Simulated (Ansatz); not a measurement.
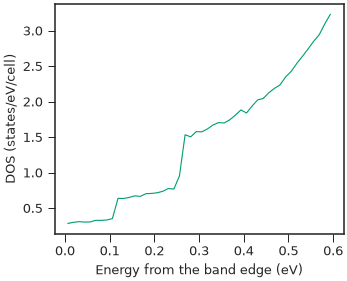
Figure: Density of states of monolayer SnS above the conduction band minimum, Ansatz (an electronic-structure program) with HSE06, rigid bands; cell area 17.61 Å².

Q: What effective density of states at 300 K does this give (∫ g(E) exp(−E/k_BT) dE, both spins, divided by the cell's size)?

A: 4.5e12 cm⁻².

Spin-orbit coupling is left out. Geometry: cell and atoms relaxed with PBE.
